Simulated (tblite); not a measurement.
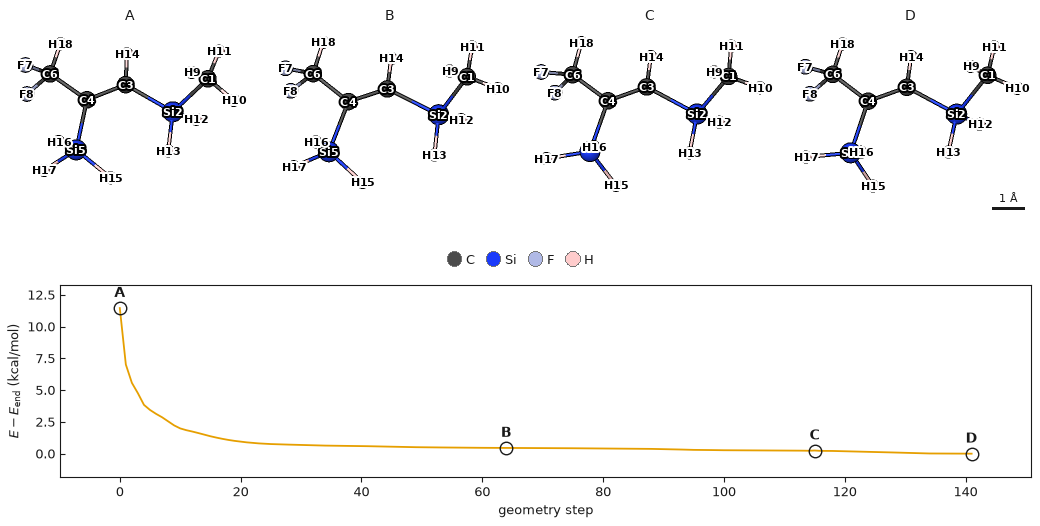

Frames of a relaxation of C4H10F2Si2, marked on the history of the run. A ball-and-stick model, seen at a tilt.

All numbers below come from GFN2-xTB geometry optimisation, gas phase in tblite. 

Describe the path.

The energy falls by 11.5 kcal/mol in 141 geometry steps. The atom that moves furthest after the best rigid fit is H15 (1.08 Å). By element the largest moves are H 1.08 Å, Si 0.21 Å, F 0.13 Å, C 0.12 Å. Among the contacts that change: Si2–Si5 3.370 → 3.641 Å, Si2–C3 1.804 → 1.887 Å, C4–Si5 1.823 → 1.898 Å, Si5–H15 1.426 → 1.464 Å. Bond angles that change, for instance: C4–Si5–H15 116.5° → 107.8°, Si2–C1–H10 104.0° → 111.1°, H9–C1–H11 114.3° → 107.5°. Groups turn about C4–Si5 by about 40°. The run took 0.98 s on 1 thread of Arm Neoverse V2, with other jobs on the host. From step 0 to 64: H10 moves most (0.40 Å), energy −11.0 kcal/mol. From step 64 to 115: H16 moves most (0.61 Å), energy −0.20 kcal/mol. From step 115 to 141: H16 moves most (0.31 Å), energy −0.25 kcal/mol.

```tsv
step	E − E(0), kcal/mol
0	0.00
1	-4.44
2	-5.89
3	-6.71
4	-7.62
5	-8.02
6	-8.33
7	-8.59
8	-8.92
9	-9.24
10	-9.47
17	-10.29
24	-10.68
31	-10.79
38	-10.85
44	-10.90
51	-10.96
58	-10.99
65	-11.01
72	-11.03
79	-11.04
86	-11.07
93	-11.13
100	-11.19
107	-11.20
113	-11.22
120	-11.26
127	-11.35
134	-11.44
141	-11.46
```
